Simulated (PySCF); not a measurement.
## Electronic structure of C₆H₉N₂ (doublet) in real space

```yaml
atoms:
  - { symbol: H, position_ang: [3.0637, -0.3103, 0.2803] }
  - { symbol: N, position_ang: [2.8356, 0.6805, 0.3674] }
  - { symbol: C, position_ang: [1.6221, 0.9486, 0.2060] }
  - { symbol: C, position_ang: [0.4973, -0.0009, -0.0914] }
  - { symbol: N, position_ang: [0.9970, -1.2748, -0.5172] }
  - { symbol: C, position_ang: [-0.4876, -0.0324, 1.1349] }
  - { symbol: C, position_ang: [-1.5632, 0.6776, 0.3351] }
  - { symbol: C, position_ang: [-1.8991, -0.1548, -0.8893] }
  - { symbol: C, position_ang: [-0.6599, 0.6532, -0.8564] }
  - { symbol: H, position_ang: [1.3228, 1.9874, 0.3095] }
  - { symbol: H, position_ang: [1.6808, -1.1768, -1.2593] }
  - { symbol: H, position_ang: [0.2511, -1.8808, -0.8365] }
  - { symbol: H, position_ang: [-0.7378, -1.0553, 1.4164] }
  - { symbol: H, position_ang: [-0.1169, 0.5167, 1.9975] }
  - { symbol: H, position_ang: [-2.2218, 1.4322, 0.7254] }
  - { symbol: H, position_ang: [-1.8932, -1.2388, -0.8331] }
  - { symbol: H, position_ang: [-2.6978, 0.2407, -1.4991] }
```

Geometry: GFN2-xTB.

These are results of UKS B3LYP, pcH-1 on C H N, non-relativistic, mean-field spin-orbit, GIAO (PySCF), not measurements.

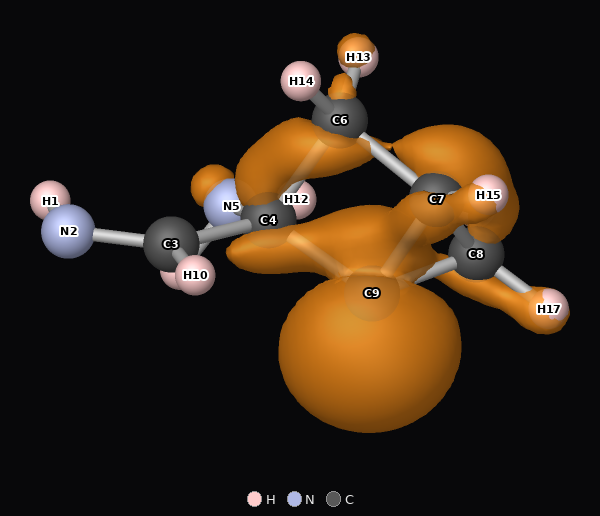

Figure 1. Isosurface of the spin density at +0.02 e/Å³ (orange), seen from one side.

Q: Describe the spin distribution.

A: The unpaired spin (1 electron) lies mostly on C9 (about 0.7) and C7 (about 0.1), in electrons by Hirshfeld's partition.

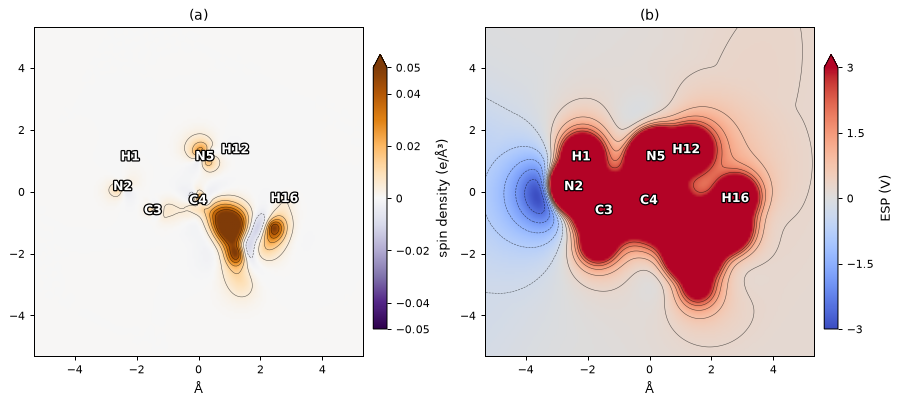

Figure 2. (a) spin density; (b) molecular electrostatic potential on the plane of atoms C4, N5 and H12.

Q: Read the bonding off the picture.

A:
- The plane passes through H, N and C nuclei.
- Outside the dense part of the molecule the potential is most negative (−3.0 V) near N2.

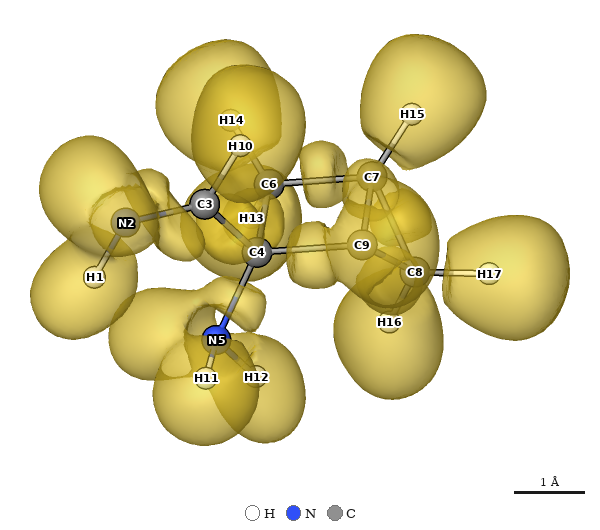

Figure 3. Isosurface of the ELF at 0.75 (yellow), seen at a tilt. Only the valence region is drawn (cores and ρ < 0.01 e/Å³ removed).

Q: Identify the bonds, lone pairs and shells in this picture.

A: At this value the surface marks out four regions between bonded C–C atoms (shared pairs), six regions around hydrogen nuclei, one region on C in which the atom's valence shell and bonds are merged and two joined regions spread over several atoms (H, N), in which their bonds and any lone pairs are merged.


C–N (1.25 Å): the ELF peaks at about 0.90 between the atoms (a short, multiple covalent bond). C–C (1.48 Å): the ELF peaks at about 0.85 between the atoms, as expected for a covalent bond.
